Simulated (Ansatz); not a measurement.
## Geometry relaxation of WH₆OF (part 1 of 2)

- system: WH₆OF, multiplicity 2
- method: UKS PBE0/def2-SVP (Ansatz 0.2.0)

The input holds or restrains some coordinates. It belongs to a series of runs on one base structure; here: pulled along the bonds that form and break, towards end A. Figures and captions count atoms from 1; the log counts them from 0 in places.

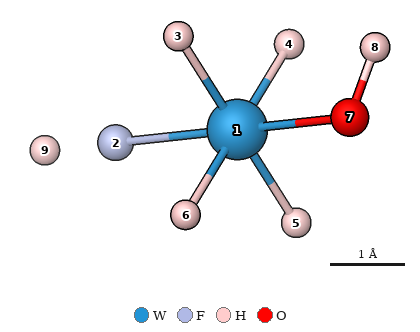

*The structure as given in the input (ball-and-stick view, seen at a tilt; atoms are numbered from 1 in the order of the input). Sticks mark near contacts.*

**The input**
```yaml
crystal:
  periodic: [false, false, false]
  atoms:
    - { symbol: W, position_ang: [0.0, 0.0, 0.0] }
    - { symbol: F, position_ang: [0.0, 0.0, 2.1] }
    - { symbol: H, position_ang: [1.72, 0.0, 0.0] }
    - { symbol: H, position_ang: [0.0, 1.72, 0.0] }
    - { symbol: H, position_ang: [-1.72, 0.0, 0.0] }
    - { symbol: H, position_ang: [0.0, -1.72, 0.0] }
    - { symbol: O, position_ang: [0.0, 0.0, -1.94] }
    - { symbol: H, position_ang: [0.5278, 0.7924, -2.2771] }
    - { symbol: H, position_ang: [0.0, 0.0, 3.32] }
magnetization:
  spin_polarized: true
  initial_magnetization: 1
basis:
  gaussian: { orbitals: def2-SVP }
hamiltonian:
  xc: pbe0
relax:
  f_tol: 0.15
  max_steps: 25
  restrain:
    - { distance: [1, 8], at: 2.12, k: 30.0 }
    - { distance: [0, 1], at: 1.85, k: 30.0 }
output:
  orbitals: {}
```

Machine: 2 threads of Arm Neoverse V2, 24 GiB of memory available, shared host.

Command:
```bash
ansatz run input.yaml --threads 2 --pin off --max-ram 3072MiB --backend cpu --events-out ev --progress --plain --runs-dir out
```

**The program's output**
```
The last accepted step is kept in [file] (removed where the run ends without a failure and the disk answers)
Engine: ansatz 0.2.0, aarch64-unknown-linux-gnu
Functional definition: PBE0
  parameter a = 0.25
  parameter kappa = 0.804
  parameter beta = 0.06672455060314922
  exchange = (1 - a)*pbe_x(kappa = kappa, mu = beta*pi^2/3) + a*exact_x
  correlation = pbe_c(beta = beta)
966 factors; integrals over basis functions are off by at most 4.6e-4 eV
mean field evaluation 1: about -6666.2446 eV, gradient 3.5e1 eV
mean field evaluation 2: about -6586.5766 eV, gradient 1.4e2 eV
mean field evaluation 4: about -6671.3249 eV, gradient 9.8e0 eV
mean field evaluation 8: about -6671.7191 eV, gradient 4.1e-1 eV
mean field evaluation 16: about -6671.7404 eV, gradient 3.6e-2 eV
mean field evaluation 32: about -6671.7406 eV, gradient 5.4e-4 eV
mean field evaluation 64: about -6671.1784 eV, gradient 7.4e0 eV
mean field -6671.74059166 eV, -245.1819444754 hartree, gradient 1.9e-6 eV, S^2 0.942434; 6 other end points of the search recorded, 0 dependent functions left out
the calculation of the forces begins
reference -6671.74063802 eV, -245.1819461789 hartree; 19, 18 occupied and 71, 72 virtual orbitals, 966 factors
relax step   1: F+E_penalty+E_count = -6671.74059166 eV  Δ(F+E_penalty+E_count) = +0.000e0 eV  max|allowed force component| = 9.646e0 eV/Å  E_restraint = 13.08750000 eV  max|allowed force component, restraints' pulls added| = 2.763e1 eV/Å  Δτ_max = 0.0000 Å  (161 SCF iters, accepted)
  distance F 1 - H 8 = 1.2200 Å
  distance W 0 - F 1 = 2.1000 Å
these checks for a lower state are left out or cut short: starts, cluster_reference, orbital_swaps, neighbouring_geometries, increment
966 factors; integrals over basis functions are off by at most 5.8e-4 eV
mean field -6671.47342484 eV, -245.1721262758 hartree, gradient 6.6e-6 eV, S^2 1.401582; 0 other end points of the search recorded, 0 dependent functions left out
[... from here on the field's lines of each further geometry are left out, up to the last ...]
relax step   2: F+E_penalty+E_count = -6671.47342484 eV  Δ(F+E_penalty+E_count) = +2.672e-1 eV  max|allowed force component| = 1.827e0 eV/Å  E_restraint = 5.82633173 eV  max|allowed force component, restraints' pulls added| = 2.210e1 eV/Å  Δτ_max = 0.1945 Å  (78 SCF iters, accepted)
relax step   3: F+E_penalty+E_count = -6671.83885752 eV  Δ(F+E_penalty+E_count) = -3.654e-1 eV  max|allowed force component| = 1.542e0 eV/Å  E_restraint = 0.80507913 eV  max|allowed force component, restraints' pulls added| = 7.595e0 eV/Å  Δτ_max = 0.1949 Å  (61 SCF iters, accepted)
relax step   4: F+E_penalty+E_count = -6672.51633423 eV  Δ(F+E_penalty+E_count) = -6.775e-1 eV  max|allowed force component| = 1.873e0 eV/Å  E_restraint = 0.01034540 eV  max|allowed force component, restraints' pulls added| = 1.980e0 eV/Å  Δτ_max = 0.1988 Å  (59 SCF iters, accepted)
relax step   5: F+E_penalty+E_count = -6673.61414665 eV  Δ(F+E_penalty+E_count) = -1.098e0 eV  max|allowed force component| = 1.748e0 eV/Å  E_restraint = 0.05721784 eV  max|allowed force component, restraints' pulls added| = 1.748e0 eV/Å  Δτ_max = 0.1935 Å  (61 SCF iters, accepted)
relax step   6: F+E_penalty+E_count = -6674.31289574 eV  Δ(F+E_penalty+E_count) = -6.987e-1 eV  max|allowed force component| = 1.627e0 eV/Å  E_restraint = 0.03184653 eV  max|allowed force component, restraints' pulls added| = 1.627e0 eV/Å  Δτ_max = 0.1951 Å  (41 SCF iters, accepted)
relax step   7: F+E_penalty+E_count = -6674.82908627 eV  Δ(F+E_penalty+E_count) = -5.162e-1 eV  max|allowed force component| = 6.019e-1 eV/Å  E_restraint = 0.00315247 eV  max|allowed force component, restraints' pulls added| = 6.019e-1 eV/Å  Δτ_max = 0.1977 Å  (41 SCF iters, accepted)
relax step   8: F+E_penalty+E_count = -6674.98873797 eV  Δ(F+E_penalty+E_count) = -1.597e-1 eV  max|allowed force component| = 5.978e-1 eV/Å  E_restraint = 0.02308011 eV  max|allowed force component, restraints' pulls added| = 1.185e0 eV/Å  Δτ_max = 0.1948 Å  (36 SCF iters, accepted)
relax step   9: F+E_penalty+E_count = -6675.03674689 eV  Δ(F+E_penalty+E_count) = -4.801e-2 eV  max|allowed force component| = 8.978e-1 eV/Å  E_restraint = 0.00249011 eV  max|allowed force component, restraints' pulls added| = 8.978e-1 eV/Å  Δτ_max = 0.1653 Å  (36 SCF iters, accepted)
relax step  10: F+E_penalty+E_count = -6675.09615823 eV  Δ(F+E_penalty+E_count) = -5.941e-2 eV  max|allowed force component| = 1.373e0 eV/Å  E_restraint = 0.00425192 eV  max|allowed force component, restraints' pulls added| = 1.373e0 eV/Å  Δτ_max = 0.1941 Å  (37 SCF iters, accepted)
relax step  11: F+E_penalty+E_count = -6675.21350165 eV  Δ(F+E_penalty+E_count) = -1.173e-1 eV  max|allowed force component| = 7.208e-1 eV/Å  E_restraint = 0.00264224 eV  max|allowed force component, restraints' pulls added| = 9.693e-1 eV/Å  Δτ_max = 0.2000 Å  (40 SCF iters, accepted)
relax step  12: F+E_penalty+E_count = -6675.32041059 eV  Δ(F+E_penalty+E_count) = -1.069e-1 eV  max|allowed force component| = 4.930e-1 eV/Å  E_restraint = 0.00797718 eV  max|allowed force component, restraints' pulls added| = 9.829e-1 eV/Å  Δτ_max = 0.2000 Å  (41 SCF iters, accepted)
relax step  13: F+E_penalty+E_count = -6675.34534867 eV  Δ(F+E_penalty+E_count) = -2.494e-2 eV  max|allowed force component| = 1.921e0 eV/Å  E_restraint = 0.01548590 eV  max|allowed force component, restraints' pulls added| = 1.921e0 eV/Å  Δτ_max = 0.1950 Å  (42 SCF iters, accepted)
relax step  14: F+E_penalty+E_count = -6675.32995113 eV  Δ(F+E_penalty+E_count) = +1.540e-2 eV  max|allowed force component| = 8.600e-1 eV/Å  E_restraint = 0.00675163 eV  max|allowed force component, restraints' pulls added| = 1.362e0 eV/Å  Δτ_max = 0.1874 Å  (40 SCF iters, rejected (line search))
relax step  15: F+E_penalty+E_count = -6675.38512666 eV  Δ(F+E_penalty+E_count) = -3.978e-2 eV  max|allowed force component| = 7.764e-1 eV/Å  E_restraint = 0.00201585 eV  max|allowed force component, restraints' pulls added| = 7.764e-1 eV/Å  Δτ_max = 0.0927 Å  (35 SCF iters, accepted)
relax step  16: F+E_penalty+E_count = -6675.40317678 eV  Δ(F+E_penalty+E_count) = -1.805e-2 eV  max|allowed force component| = 3.545e-1 eV/Å  E_restraint = 0.00208475 eV  max|allowed force component, restraints' pulls added| = 3.545e-1 eV/Å  Δτ_max = 0.1000 Å  (36 SCF iters, accepted)
relax step  17: F+E_penalty+E_count = -6675.39912140 eV  Δ(F+E_penalty+E_count) = +4.055e-3 eV  max|allowed force component| = 5.373e-1 eV/Å  E_restraint = 0.00281231 eV  max|allowed force component, restraints' pulls added| = 3.222e-1 eV/Å  Δτ_max = 0.1500 Å  (35 SCF iters, rejected (line search))
the calculation of the forces begins
reference -6675.41334992 eV, -245.3169158517 hartree; 19, 18 occupied and 71, 72 virtual orbitals, 966 factors
relax step  18: F+E_penalty+E_count = -6675.41330276 eV  Δ(F+E_penalty+E_count) = -1.013e-2 eV  max|allowed force component| = 2.807e-1 eV/Å  E_restraint = 0.00214945 eV  max|allowed force component, restraints' pulls added| = 1.257e-1 eV/Å  Δτ_max = 0.0732 Å  (37 SCF iters, accepted)
  distance F 1 - H 8 = 2.1297 Å
  distance W 0 - F 1 = 1.8570 Å
966 factors; integrals over basis functions are off by at most 6.4e-4 eV
mean field evaluation 224: about -6674.9223 eV, gradient 9.3e0 eV
```

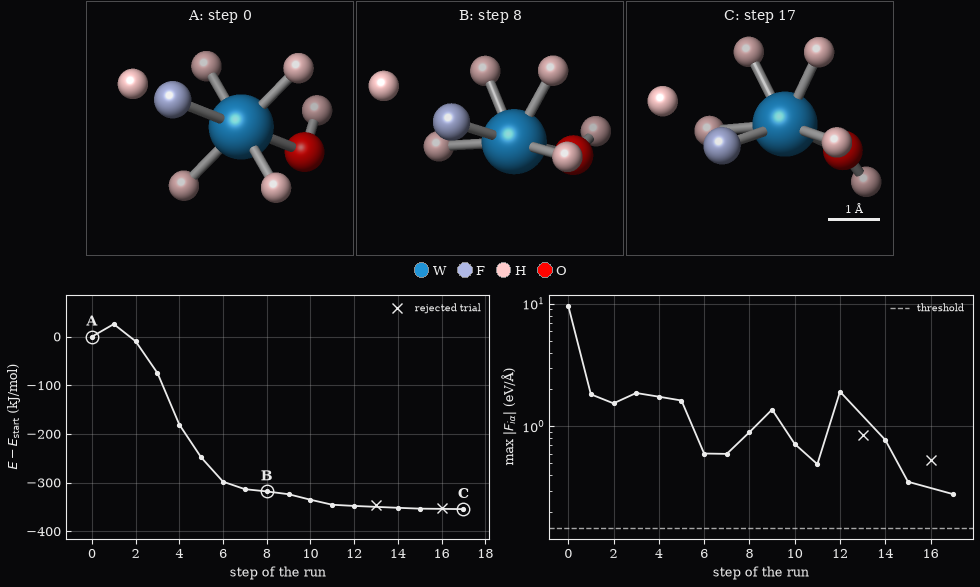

*Frames of the restrained relaxation (ball-and-stick view, seen at a tilt) above the curves, on which the letters mark them (the first geometry is step 0 here and step 1 in the log).*

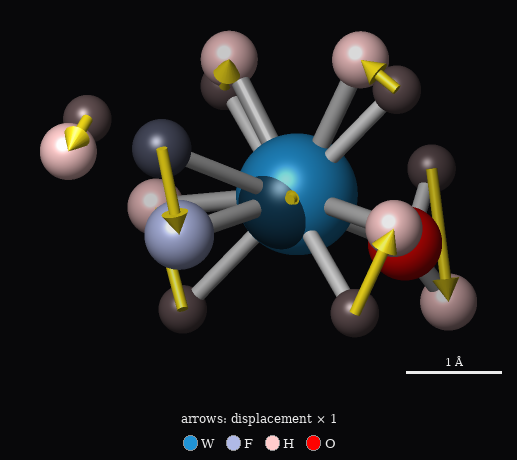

*Start (faint) and end (solid) with the displacements as yellow arrows, at true length (ball-and-stick view, seen at a tilt). The two geometries are laid on each other by the best rigid fit.*

After 17 geometry steps the energy has fallen by 354.4 kJ/mol. The largest force component goes from 9.6 to 0.28 eV/Å. The line search rejected the trial steps at points 13, 16 (counted from 0) and went back. The atom that moves furthest after the best rigid fit is H8 (1.42 Å). Largest moves by element: H 1.42 Å, F 0.97 Å, W 0.14 Å, O 0.05 Å. Among the contacts that change: W1–F2 2.100 → 1.857 Å, W1–O7 1.940 → 1.813 Å, O7–H8 1.010 → 0.964 Å, W1–H3 1.720 → 1.677 Å. Among the angles that change: H5–W1–H6 90.0° → 152.9°, H3–W1–H5 180.0° → 126.2°, H4–W1–H6 180.0° → 132.4°. (Atoms are counted from 1 in the order of the input.)

```
mean field -6675.41330276 eV, -245.3169141187 hartree, gradient 1.1e-5 eV, S^2 0.750169; 1 other end points of the search recorded, 0 dependent functions left out
the calculation of the forces begins
reference -6675.41334992 eV, -245.3169158517 hartree; 19, 18 occupied and 71, 72 virtual orbitals, 966 factors
Total energy: -6675.41334992 eV, -245.3169158517 hartree
Atom 0 at     0.053491     0.073756    -0.107912 Å, force     0.107050     0.050574    -0.213807 eV/Å
Atom 1 at    -0.623343    -0.534418     1.510869 Å, force    -0.152173    -0.070928    -0.070578 eV/Å
Atom 2 at     1.650931     0.400980     0.281720 Å, force    -0.003236    -0.004114     0.005913 eV/Å
Atom 3 at     0.375006     1.660111     0.347818 Å, force     0.014983    -0.004156    -0.013221 eV/Å
Atom 4 at    -1.311603     1.139685     0.145052 Å, force     0.002895    -0.020933     0.031793 eV/Å
Atom 5 at     0.931410    -1.434061     0.135659 Å, force    -0.001995     0.041649    -0.003194 eV/Å
Atom 6 at     0.024920     0.080387    -1.920802 Å, force    -0.041636    -0.029642    -0.125684 eV/Å
Atom 7 at    -0.281610    -0.165107    -2.801415 Å, force     0.036381     0.028866     0.108041 eV/Å
Atom 8 at    -0.291402    -0.428934     3.611910 Å, force     0.037732     0.008684     0.280736 eV/Å
Dipole moment:    -0.116905    -0.030628    -0.933381 e Å
```

**Trajectory as extended XYZ (Å, eV, eV/Å), 18 frames, from step=1 to step=18**
```
9
Properties=species:S:1:pos:R:3:forces:R:3 step=1 energy=-6671.74059
W     0.0000    0.0000    0.0000   -0.3128  -0.5261  -9.6463
F     0.0000    0.0000    2.1000    0.0161   0.0268   6.8747
H     1.7200    0.0000    0.0000    1.5254   0.0184   1.2459
H     0.0000    1.7200    0.0000   -0.0017   1.5835   1.1393
H    -1.7200    0.0000    0.0000   -1.4207   0.0182   1.3690
H     0.0000   -1.7200    0.0000   -0.0052  -1.4167   1.3178
O     0.0000    0.0000   -1.9400    1.0206   1.5185   3.6331
H     0.5278    0.7924   -2.2771   -0.8286  -1.2336   0.3321
H     0.0000    0.0000    3.3200    0.0069   0.0110  -6.2656
9
Properties=species:S:1:pos:R:3:forces:R:3 step=2 energy=-6671.47343
W    -0.0050   -0.0086   -0.0963   -1.2033  -1.3760  -1.8272
F     0.0001    0.0002    1.9055    0.7453   0.6853   0.5875
H     1.7607    0.0004    0.0396    0.5435  -0.1480   0.6498
H    -0.0002    1.7614    0.0360   -0.1741   0.5177   0.6742
H    -1.7601    0.0004    0.0437   -0.4880   0.4366   0.5180
H    -0.0003   -1.7608    0.0419    0.4011  -0.4915   0.6522
O     0.0107    0.0156   -1.9139    0.8558   1.2097   0.1718
H     0.5216    0.7835   -2.2746   -0.4426  -0.6260  -0.2692
H     0.0003    0.0004    3.4211   -0.2377  -0.2080  -1.1568
9
Properties=species:S:1:pos:R:3:forces:R:3 step=3 energy=-6671.83886
W    -0.0270   -0.0333   -0.1166   -1.0876  -1.4357   0.2138
F     0.0181    0.0164    1.7122    0.0892   0.1478   0.7905
H     1.7657   -0.0039    0.0493    0.2624   0.0582   0.0665
H    -0.0050    1.7655    0.0470   -0.0045   0.2222   0.0610
H    -1.7688    0.0115    0.0495   -0.6445   1.0161   0.1917
H     0.0100   -1.7697    0.0516    0.9400  -0.7056   0.2600
O     0.0221    0.0311   -1.9073    0.6272   0.9253  -1.5425
H     0.5183    0.7795   -2.2839   -0.1572  -0.2018  -0.7131
H    -0.0056   -0.0047    3.6011   -0.0250  -0.0265   0.6720
9
Properties=species:S:1:pos:R:3:forces:R:3 step=4 energy=-6672.51633
W    -0.0731   -0.0946   -0.1468   -1.6386  -1.8732  -0.7282
F    -0.0037   -0.0011    1.6740   -0.1262  -0.0878   1.0351
H     1.7633    0.0069    0.0329   -0.6416   0.7126  -0.0326
H    -0.0005    1.7552    0.0280    0.6112  -0.6356  -0.0469
H    -1.8262    0.1224    0.0565    0.1612   1.4261   0.0796
H     0.1132   -1.8387    0.0615    1.3338  -0.0510   0.1483
O     0.0379    0.0564   -1.9571    0.2433   0.4125  -0.0206
H     0.5241    0.7924   -2.3462    0.0636   0.1054  -0.7536
H    -0.0073   -0.0065    3.7999   -0.0067  -0.0090   0.3190
```
